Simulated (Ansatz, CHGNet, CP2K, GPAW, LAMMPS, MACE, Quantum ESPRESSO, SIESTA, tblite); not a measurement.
# tblite runs on amorphous SiO1.9 (78 atoms)

How do the settings of tblite change the result for amorphous SiO1.9 (78 atoms)? A plane-wave run serves as the yardstick.

Method: the method is named at each step, in tblite 0.8.0.

**1. The starting structure**

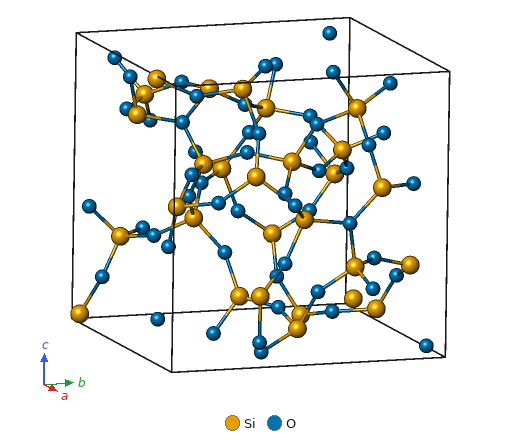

Start, viewed slightly off an axis; silicon orange, oxygen blue. Bonds to atoms that aren't drawn are left out. Some periodic images of atoms are drawn too.

The cell holds 78 atoms: 27 Si and 51 O. Cell: a = 10.502 Å, b = 10.502 Å, c = 10.502 Å, α = 90.0°, β = 90.0°, γ = 90.0°. 78 atoms (27 Si, 51 O) placed at random at 2.26 g/cm³, melted at 5000 K for 10 ps at fixed volume with the Tersoff Si-O potential (Munetoh et al., Comput. Mater. Sci. 39, 334 (2007)). Quenched from 5000 K to 500 K at 20 K/ps and fixed volume, annealed at 2000 K for 50 ps, held 5 ps.

The yardstick, on the same geometry:

* method: Kohn-Sham DFT, PBE, SSSP efficiency 1.3.0 pseudopotentials, plane waves (Quantum ESPRESSO 7.5); sssp-pbe-1.3.0-efficiency, cutoffs 60/480 Ry, Γ point
* r.m.s. force component: 1.368 eV/Å
* longest force: 5.01 eV/Å
* pressure: -1.028 GPa
* time: 3.1 min on 4 MPI ranks of Arm Neoverse V1, shared host
* CPU time: 12 min

**2. GFN2-xTB**

Method: GFN2-xTB tight binding, diagonalisation.

Contents of run.py:

```python
import numpy as np
from ase.io import read
from tblite.ase import TBLite

atoms = read("structure.xyz")
atoms.calc = TBLite(method="GFN2-xTB", electronic_temperature=580, accuracy=1.0, max_iterations=250, mixer_damping=0.4, verbosity=1)
energy = atoms.get_potential_energy()
forces = atoms.get_forces()
print(f"energy {energy:.6f} eV")
print("forces (eV/A)")
for i, (a, f) in enumerate(zip(atoms, forces)):
    print(f"{i:4d} {a.symbol:2s} {f[0]:10.5f} {f[1]:10.5f} {f[2]:10.5f}")
stress = -atoms.get_stress(voigt=False) * 160.21766
print("stress (GPa, compression positive)")
for row in stress:
    print(" ".join(f"{x:10.4f}" for x in row))
print("charges (e)")
print(np.array2string(atoms.get_charges(), precision=4, suppress_small=True, max_line_width=110, threshold=100000))
```

Contents of structure.xyz:

```xyz
78
Lattice="10.50180 0.00000 0.00000 0.00000 10.50180 0.00000 0.00000 0.00000 10.50180" Properties=species:S:1:pos:R:3 pbc="T T T"
Si 1.46490 7.10877 3.02116
Si 2.79516 7.75400 0.25446
Si 4.48154 3.50319 9.10433
Si 1.43098 1.28742 3.22374
Si 8.32971 0.05997 10.36748
Si 0.90547 10.46294 0.34771
Si 9.50024 8.35345 6.15679
Si 1.56109 5.09726 5.52941
Si 8.87633 7.58293 3.16640
Si 7.75852 5.81432 0.77934
Si 4.76488 0.63536 8.35292
Si 9.11934 5.52174 5.05693
Si 7.91311 7.92529 8.79095
Si 3.75649 3.23844 4.23244
Si 9.82548 3.61010 2.47118
Si 1.90933 1.96415 8.49144
Si 8.27941 0.93088 5.61237
Si 7.30348 10.27696 2.79768
Si 8.90826 3.15243 9.94037
Si 3.17690 6.16739 8.00048
Si 4.65597 8.57829 6.61697
Si 5.01829 9.83809 0.78165
Si 10.03888 3.30345 6.91838
Si 4.98468 4.59118 1.51478
Si 6.48570 5.98141 6.66182
Si 5.86273 2.80986 6.61844
Si 1.91910 9.30659 5.18285
O 9.11850 7.27260 4.83188
O 4.32433 4.24525 3.01832
O 7.23122 1.86554 6.54714
O 7.54470 9.31972 9.57029
O 4.88323 2.62156 5.27663
O 8.12188 6.90819 10.21678
O 0.57770 8.85207 6.11898
O 1.58640 0.55586 1.80536
O 5.62214 7.34328 6.09724
O 2.09448 8.29212 3.92400
O 8.50289 1.53515 9.68791
O 2.30735 6.99577 1.61507
O 4.20219 4.97838 8.39251
O 0.97121 2.53177 7.33824
O 7.96372 4.35919 0.03760
O 10.48678 7.68942 2.66147
O 8.36174 6.35873 2.22313
O 9.81855 10.01788 0.31789
O 5.16815 9.97104 7.26378
O 6.84875 6.78017 8.07126
O 9.38588 3.62270 8.36846
O 2.63228 6.70897 9.47903
O 3.44491 9.20913 5.68567
O 5.83816 4.48868 6.96553
O 1.31766 0.11762 4.36444
O 0.93897 1.14753 9.69726
O 9.40111 2.10803 5.90096
O 7.69803 5.28094 5.75730
O 0.31075 2.55110 3.25860
[... 18 atom lines left out ...]
O 7.64878 8.76165 3.20168
O 5.79983 10.30752 2.13460
O 1.79780 9.07461 10.33892
O 5.14494 2.23940 8.05719
```

Launch:

```
$ OMP_NUM_THREADS=1 python run.py > output.txt
```

What it wrote:

```text
------------------------------------------------------------
  cycle        total energy    energy error   density error
------------------------------------------------------------
      1     -245.4080599039  -2.4654599E+02   5.2115618E-01
      2     -254.0147061536  -8.6066462E+00   3.5485537E-01
      3     -255.4519259931  -1.4372198E+00   2.2998323E-01
      4     -256.6936847080  -1.2417587E+00   1.9210273E-01
      5     -256.7524039460  -5.8719238E-02   1.8895860E-01
      6     -257.1975292331  -4.4512529E-01   1.1503152E-01
      7     -256.9644641483   2.3306508E-01   1.3724031E-01
      8     -256.9172247707   4.7239378E-02   1.4219925E-01
      9     -257.3070282343  -3.8980346E-01   7.2780552E-02
     10     -257.2992571202   7.7711141E-03   7.6105857E-02
     11     -257.2994306665  -1.7354632E-04   7.2473783E-02
     12     -257.3714667564  -7.2036090E-02   2.9142748E-02
     13     -257.3674880610   3.9786955E-03   4.0962935E-02
     14     -257.3792109301  -1.1722869E-02   2.7622277E-02
     15     -257.3820850608  -2.8741307E-03   2.1055508E-02
     16     -257.3838646323  -1.7795715E-03   1.7433078E-02
     17     -257.3874831255  -3.6184932E-03   8.7603344E-03
     18     -257.3859345049   1.5486205E-03   1.3539842E-02
     19     -257.3873415162  -1.4070113E-03   9.0655647E-03
     20     -257.3880670022  -7.2548601E-04   5.9394668E-03
     21     -257.3880993965  -3.2394271E-05   6.1967959E-03
     22     -257.3885701089  -4.7071245E-04   2.1306399E-03
     23     -257.3886322149  -6.2105965E-05   5.8250434E-04
     24     -257.3886324546  -2.3969790E-07   5.4843055E-04
     25     -257.3886357186  -3.2640072E-06   2.0651320E-04
     26     -257.3886363102  -5.9164086E-07   8.9056193E-05
     27     -257.3886361305   1.7974480E-07   1.5623588E-04
     28     -257.3886363628  -2.3229262E-07   8.1686958E-05
     29     -257.3886364605  -9.7677855E-08   1.7908118E-05
------------------------------------------------------------
 total:                                   6.329 sec
energy -7003.901545 eV
forces (eV/A)
   0 Si    1.25965    0.20326   -0.47432
   1 Si   -2.46026    0.22022   -1.40531
   2 Si   -0.61171    1.64887    2.65581
   3 Si    0.12387    1.59897    0.19382
   4 Si    1.46616   -0.00081    1.98400
   5 Si    1.55363   -0.93264   -0.43174
   6 Si    0.96254    2.94629    0.08284
   7 Si    1.99441    0.67635   -1.41726
   8 Si   -0.13285    0.56027   -2.12519
   9 Si   -1.93471   -1.18251    0.92140
  10 Si   -2.28509   -1.84440    1.34499
  11 Si    1.22494   -0.55675   -1.79407
  12 Si   -1.11205   -3.28898    1.78345
  13 Si   -0.79879   -0.36579   -1.18721
  14 Si   -2.28874   -2.53080    0.00270
  15 Si   -0.58731   -2.72067    2.04235
  16 Si   -0.19597   -0.03281   -0.39653
  17 Si    0.31646    1.18941   -0.00103
  18 Si    1.27606    0.77393    1.40573
  19 Si    1.01295    1.78251    2.66711
  20 Si   -1.77189   -1.61033    1.09106
  21 Si   -3.00420    1.72210    0.61933
  22 Si    0.27791   -3.27665    0.18708
  23 Si   -2.69425    2.33057    0.15576
[...]
70 O     1.18290   -1.41963   -0.95936
  71 O     0.20990    1.04915   -1.55834
  72 O     0.19629   -0.13059    0.48310
  73 O     0.92791    0.79855    0.78964
  74 O     2.16273   -1.64255    0.07119
  75 O    -0.08677   -1.00897    0.27288
  76 O    -0.83040    0.77057    1.19730
  77 O     1.20464    0.99347   -0.26638
stress (GPa, compression positive)
   -1.1401     1.1143    -1.4629
    1.1143    -7.2282    -1.9982
   -1.4629    -1.9982    -7.2704
charges (e)
[ 0.6306  0.5991  0.6446  0.6117  0.6628  0.6092  0.6457  0.6598  0.6552  0.6319  0.6559  0.6047  0.6623
  0.6147  0.459   0.6496  0.6446  0.6281  0.6476  0.6429  0.6521  0.4363  0.6386  0.4195  0.657   0.6522
  0.634  -0.3648 -0.2776 -0.354  -0.2914 -0.312  -0.3223 -0.3254 -0.2898 -0.3482 -0.358  -0.2995 -0.2716
 -0.3402 -0.3279 -0.314  -0.3431 -0.3325 -0.352  -0.3495 -0.3446 -0.3185 -0.3173 -0.2957 -0.3455 -0.3235
 -0.3483 -0.3244 -0.346  -0.339  -0.345  -0.295  -0.3539 -0.3465 -0.3483 -0.3143 -0.3168 -0.3399 -0.3419
 -0.3415 -0.3083 -0.2948 -0.3335 -0.2633 -0.379  -0.3887 -0.2997 -0.31   -0.338  -0.2796 -0.3314 -0.3033]
```

It took 7 s on 1 thread of Arm Neoverse V1, shared host; peak memory 0.12 GiB.

Banners, paths, timers and routine set-up lines are dropped from the logs unmarked, and long logs keep their key lines alone; longer cuts are marked.

Numbers from this run, and their distance from the reference:

* r.m.s. force component: 1.202 eV/Å
* r.m.s. difference of force components: 498.8 meV/Å
* longest difference of force vectors: 2055 meV/Å
* force difference over r.m.s. force: 36.45 %
* slope of forces against the reference's: 0.8192
* correlation of force components: 0.9328
* pressure: -5.213 GPa
* pressure difference: -4.185 GPa

Length of the force difference by element (eV/Å):

| element | atoms | mean | most |
| --- | --- | --- | --- |
| O | 51 | 0.61 | 1.7 |
| Si | 27 | 1.0 | 2.1 |

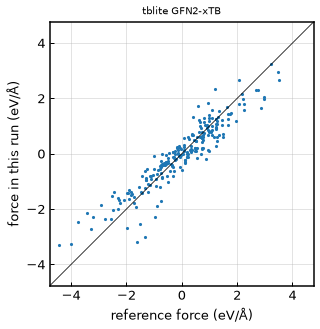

Force components against those of the reference; the line marks equality.

A closer look about Si13, which bears the longest force: 9 atoms, nearest first, numbered in the order of the input, with positions taken from that point.

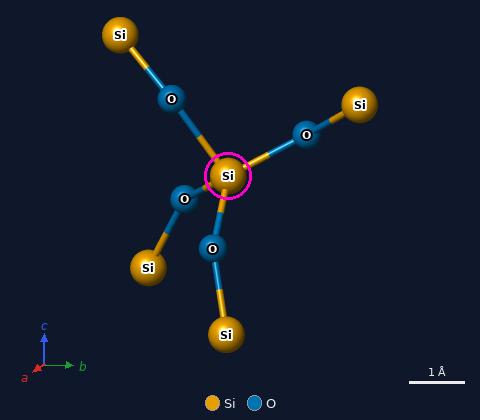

The atoms of the table, within 3.3 Å (arrows a, b, c point along x, y, z); some may hide others; the central atom is ringed.

| atom | x | y | z | distance (Å) | bonds | Mulliken charge (e) | Fx | Fy | Fz (eV/Å) |
| --- | --- | --- | --- | --- | --- | --- | --- | --- | --- |
| Si13 | 0.00 | 0.00 | 0.00 | 0.00 | 4 | 0.66 | -1.11 | -3.29 | 1.78 |
| O73 | 1.15 | 0.05 | -1.13 | 1.61 | 2 | -0.30 | 0.20 | -0.13 | 0.48 |
| O31 | -0.37 | 1.39 | 0.78 | 1.64 | 2 | -0.29 | 0.71 | 0.68 | -0.35 |
| O47 | -1.06 | -1.15 | -0.72 | 1.72 | 2 | -0.34 | 1.30 | 0.46 | 0.07 |
| O33 | 0.21 | -1.02 | 1.43 | 1.76 | 2 | -0.32 | 0.44 | 2.32 | -2.34 |
| Si5 | 0.42 | 2.64 | 1.58 | 3.10 | 4 | 0.66 | 1.47 | 0.00 | 1.98 |
| Si7 | 1.59 | 0.43 | -2.63 | 3.11 | 4 | 0.65 | 0.96 | 2.95 | 0.08 |
| Si25 | -1.43 | -1.94 | -2.13 | 3.22 | 4 | 0.66 | -0.38 | 0.61 | 0.47 |
| Si10 | -0.15 | -2.11 | 2.49 | 3.27 | 4 | 0.63 | -1.93 | -1.18 | 0.92 |

Atoms are counted from 1 here, from 0 in the log.

Forces lie 36 % from the reference's, at 0.0094 times its CPU time (on 1 against 4 cores).

**3. GFN1-xTB**

Method: GFN1-xTB tight binding, diagonalisation.

run.py, as its differences from that of step 2:

```diff
@@ -5,3 +5,3 @@
 atoms = read("structure.xyz")
-atoms.calc = TBLite(method="GFN2-xTB", electronic_temperature=580, accuracy=1.0, max_iterations=250, mixer_damping=0.4, verbosity=1)
+atoms.calc = TBLite(method="GFN1-xTB", electronic_temperature=580, accuracy=1.0, max_iterations=250, mixer_damping=0.4, verbosity=1)
 energy = atoms.get_potential_energy()
```

structure.xyz is that of step 2.

What it wrote:

```text
------------------------------------------------------------
  cycle        total energy    energy error   density error
------------------------------------------------------------
      1     -273.3032662981  -2.7445880E+02   1.0253199E+00
      2     -281.4349724275  -8.1317061E+00   7.3773469E-01
      3     -289.5629086142  -8.1279362E+00   4.5371448E-01
      4     -291.4952797025  -1.9323711E+00   1.7802938E-01
      5     -294.0367267275  -2.5414470E+00   1.0251388E-01
      6     -294.1805456714  -1.4381894E-01   8.3270581E-02
[...]
18     -294.4337431661  -4.2133036E-07   3.5362794E-05
     19     -294.4337431678  -1.6268018E-09   2.3555582E-05
     20     -294.4337432029  -3.5132643E-08   1.3574199E-05
------------------------------------------------------------
 total:                                   2.916 sec
energy -8011.950245 eV
forces (eV/A)
   0 Si    1.27013   -0.25149   -0.88131
   1 Si   -2.38404   -1.01609   -1.73596
   2 Si    0.12103    1.36890    2.30808
   3 Si    0.35719    1.20231    0.52743
   4 Si    0.63277   -0.09292    1.56937
   5 Si    1.32054   -1.37733   -0.77272
[...]
75 O     0.46040   -1.39140    0.65453
  76 O    -0.87575    0.82850    1.75007
  77 O     1.10659    0.84626   -0.16144
stress (GPa, compression positive)
    6.9532     1.5948    -1.5983
    1.5948     0.7235    -1.5911
   -1.5983    -1.5911     1.7776
charges (e)
[ 0.4769  0.4649  0.5071  0.4621  0.5031  0.4729  0.5009  0.5131  0.5223  0.4669  0.5119  0.5109  0.5097
  0.468   0.279   0.4856  0.4964  0.4702  0.4967  0.4851  0.4893  0.3106  0.5071  0.1577  0.5028  0.5105
  0.4849 -0.1839 -0.2408 -0.2601 -0.2235 -0.2421 -0.2574 -0.2534 -0.2368 -0.2695 -0.2696 -0.236  -0.2336
 -0.2415 -0.237  -0.2544 -0.2577 -0.2374 -0.2648 -0.2368 -0.2671 -0.2423 -0.2663 -0.2287 -0.2553 -0.2503
 -0.268  -0.2514 -0.2417 -0.252  -0.1731 -0.2565 -0.2641 -0.2579 -0.2743 -0.2377 -0.2423 -0.2608 -0.2513
 -0.2646 -0.2313 -0.2484 -0.2554 -0.2172 -0.2827 -0.2773 -0.2282 -0.2548 -0.2405 -0.2428 -0.2832 -0.1627]
```

Run time: 3.6 s. Hardware: 1 thread; peak memory 0.12 GiB.

Compared with the plane-wave run:

- r.m.s. force component: 1.386 eV/Å
- r.m.s. difference of force components: 737 meV/Å
- longest difference of force vectors: 4099 meV/Å
- force difference over r.m.s. force: 53.86 %
- slope of forces against the reference's: 0.868
- correlation of force components: 0.8569
- pressure: 3.151 GPa
- pressure difference: 4.179 GPa

Against the first run (36 %), the force difference from the reference is 54 %, at 0.52 times the CPU time (20 SCF steps against 29).

**4. Side by side**

Differences are against the plane-wave reference, forces as r.m.s. over components; share is that over the reference's r.m.s. force, slope the least-squares factor from reference forces to these. Total energies of different programs have different zeros and aren't compared.

| run | Δ force, r.m.s. (meV/Å) | share (%) | slope | Δ pressure (GPa) | cores | CPU time | memory (GiB) |
| --- | --- | --- | --- | --- | --- | --- | --- |
| reference | - | - | - | - | 4 | 12 min | 3.8 |
| tblite GFN2-xTB | 499 | 36.5 | 0.819 | -4.18 | 1 | 7 s | 0.12 |
| tblite GFN1-xTB | 737 | 53.9 | 0.868 | 4.18 | 1 | 3.6 s | 0.12 |

CPU time is summed over cores on a shared host, where runs went side by side, so it is rough. Symmetry, cutoffs, thresholds, outputs and thread counts weren't matched or tuned between programs; memory under MPI is the largest rank's times the ranks.

**5. Summary of results**

* nearest in forces: tblite GFN2-xTB, 36 %
* its CPU time: 7 s

Tight binding differs by 36 % (tblite GFN2-xTB) to 54 % (tblite GFN1-xTB); it is another model, with fitted parameters of its own, and the xTB methods hold dispersion. Of the electronic-structure runs that take under half the reference's CPU time, tblite GFN2-xTB comes nearest, at 36 % in 7 s against 12 min; its pressure misses by -4.2 GPa. Periodic xTB results under one method name differ between programs and library versions. The reference's pressure holds the uncorrected Pulay stress of its 60 Ry basis, so small pressure differences, and their order, may be the reference's own error. The quench rate of 20 K/ps is many orders above laboratory rates, so the cell is likely richer in defects and strain than a real sample. The network of bonds at the start is that of the classical potential that made the cell, and needn't be the one that DFT or experiment would give. The reference's stress is far from hydrostatic: its diagonal is 2.9, -3.5, -2.5 GPa, compression counted positive. The electronic-structure runs sample only Γ, in a cell whose shortest periodic width is 11 Å, which is coarse for a cell with partly filled levels.

[Also dropped from logs without a mark: logging warnings of Python, and SIESTA's first energy breakdown and zero terms.]

[Logs are printed without paths, hosts, clocks, repeated set-up lines and the standing remarks that a program may print on its own settings, such as how far it seeks lower states.]

[Hosts, paths, dates, database ids (printed as entryN), source tags and the programs' standing remarks are cut or masked in the printed files.]
